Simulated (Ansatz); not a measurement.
**SiO2, response to strain**

Base system: SiO2 in the rutile structure (space group P4_2/mnm, No. 136; a = 4.1549 Å, c = 2.6615 Å). Axes: x, y, z lie along a, b, c of the conventional cell.

Strains are applied to the cell and any free atomic positions relax; under biaxial strain the out-of-plane vector relaxes too.

Method: Kohn–Sham DFT with the LDA functional, run in Ansatz (a first-principles code) with PAW and 420 eV plane waves, without spin-orbit coupling.

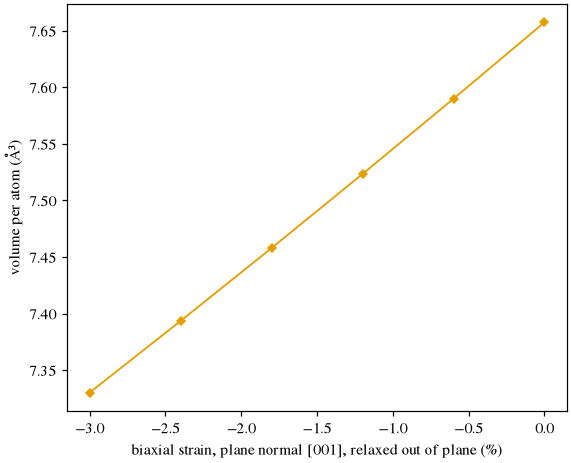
Volume per atom against biaxial strain, plane normal [001], relaxed out of plane

### Question
From the plot, what is the volume per atom for biaxial strain −2.40 %, plane normal [001], relaxed out of plane?

### Answer
About 7.39 Å³.

### Question
Is the trend monotonic over the range shown?

### Answer
Yes, it rises throughout, spanning 7.33 Å³ to 7.66 Å³.

No phonon test of stability was made.
